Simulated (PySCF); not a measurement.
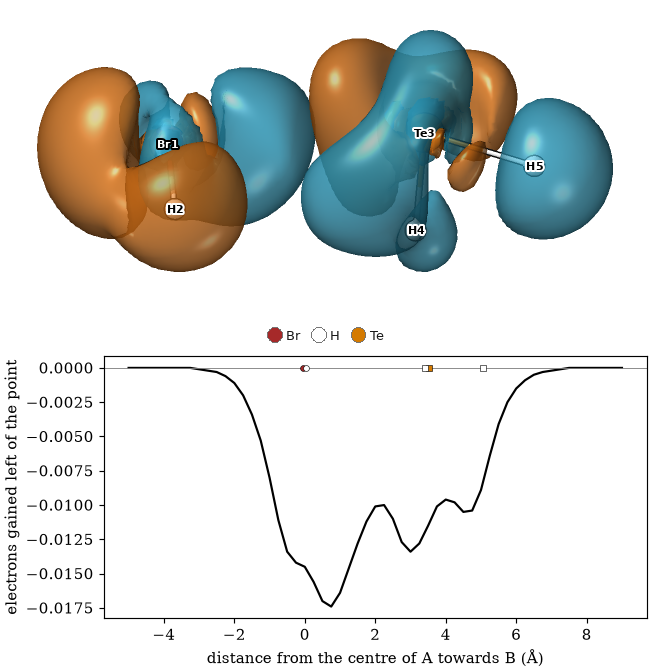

Figure 1: BrH3Te, SMILES `Br.[TeH2]`. Density of the complex less the densities of the two fragments at the same geometry, ±0.0008 e/Å³ (light blue: gain, orange: loss). Fragment A: HBr (atoms 1–2); fragment B: TeH2. Below: the charge-displacement curve along the line of centres (A on the left).

Level of theory: PBE/def2-SVPD (PySCF), at a geometry from GFN2-xTB. Core potentials replace the inner electrons of Te; spin–orbit coupling isn't included. GFN2-xTB bond lengths at metals and heavier atoms can be off by up to 0.1 Å and shapes distorted, which carries into these values.

The calculation's input:

```python
import numpy as np
from pyscf import gto, scf, dft
from pyscf.scf import atom_ks, atom_hf
from scipy.linalg import block_diag
from pyscf.dispersion import dftd3

def solve(mol, dm0=None, hcore=None):
    mf = (dft.UKS if mol.spin else dft.RKS)(mol, xc='pbe')
    mf.grids.level = 3
    mf = mf.density_fit(auxbasis='def2-universal-jkfit')
    mf.conv_tol, mf.max_cycle = 1e-8, 80
    if hcore is not None:
        mf.get_hcore = lambda *args: hcore
    mf.kernel(dm0)
    if not mf.converged:
        mf = mf.newton().run(mf.mo_coeff, mf.mo_occ, max_cycle=30)
    assert mf.converged, 'SCF not converged'
    return mf

mol = gto.M(atom='''
Br     2.20750    -0.01754    -0.02627
H      1.95305     0.72872     1.13029
Te    -1.44444    -0.03878     0.00481
H     -1.10423     1.43710    -0.63315
H     -3.00050     0.46443     0.17186
''', basis='def2-svpd', ecp={'Te': 'def2-svpd'}, charge=0, spin=0, verbose=4)
mol_a = gto.M(atom='''
Br     2.20750    -0.01754    -0.02627
H      1.95305     0.72872     1.13029
ghost-Te    -1.44444    -0.03878     0.00481
ghost-H     -1.10423     1.43710    -0.63315
ghost-H     -3.00050     0.46443     0.17186
''', basis='def2-svpd', charge=0, spin=0, verbose=4)
mol_b = gto.M(atom='''
ghost-Br     2.20750    -0.01754    -0.02627
ghost-H      1.95305     0.72872     1.13029
Te    -1.44444    -0.03878     0.00481
H     -1.10423     1.43710    -0.63315
H     -3.00050     0.46443     0.17186
''', basis='def2-svpd', ecp={'Te': 'def2-svpd'}, charge=0, spin=0, verbose=4)
ab, a, b = solve(mol), solve(mol_a), solve(mol_b)
e_int = ab.e_tot - a.e_tot - b.e_tot
print('counterpoise-corrected interaction energy / kcal/mol', e_int * 627.5095)
def disp(atoms, charge):
    m = gto.M(atom=atoms, charge=charge, basis='sto-3g', spin=None, unit='Bohr', verbose=0)
    return dftd3.DFTD3Dispersion(m, xc='pbe', version='d3bj').get_dispersion()['energy']
e_disp = disp(mol._atom, mol.charge) - disp(mol._atom[:2], mol_a.charge) - disp(mol._atom[2:], mol_b.charge)
print('D3(BJ) part / kcal/mol', e_disp * 627.5095)
# spherically averaged free atoms, for the promolecule
atom_ks.AtomSphAverageRKS.init_guess_by_vsap = lambda self, mol=None: self.init_guess_by_minao(mol)  # core potentials
atm = atom_ks.get_atm_nrks(mol, xc='pbe')
pro = block_diag(*[(atm[a[0]][2] * atm[a[0]][3]) @ atm[a[0]][2].T for a in mol._atom])
np.savez('result.npz', e_int=e_int, e_disp=e_disp, dm_a=a.make_rdm1(), dm_b=b.make_rdm1(), c=ab.mo_coeff, occ=ab.mo_occ, eps=ab.mo_energy, pro=pro, d=[f.dip_moment(verbose=0) for f in (ab, a, b)])
```

Run with:

```sh
OMP_NUM_THREADS=1 python input.py
```

The run took 26 s on 1 thread of Arm Neoverse V1, with other jobs on the host, peak memory 0.4 GiB.

Partitions, critical points and surface values were worked out afterwards from this run's density.

Q: How is the density rearranged on binding?

A: Hirshfeld charges show 0.012 e passing from A to B. By Hirshfeld charges, electrons gather most on H5 (−0.009 e) and leave Br1 most (+0.006 e); 0.04 e is displaced in all, which induces a dipole of 0.42 D.

Q: What is the interaction energy, and which contacts carry it?

A: The counterpoise-corrected interaction energy of the frozen fragments is −0.6 kcal/mol without dispersion correction and −1.7 kcal/mol with D3(BJ). The pair geometry is semi-empirical, not a minimum at this level. Contacts: Br1···Te3, 3.65 Å, ρ = 0.010 a.u. The pose is a local one from a semi-empirical search, not shown to be the most stable.
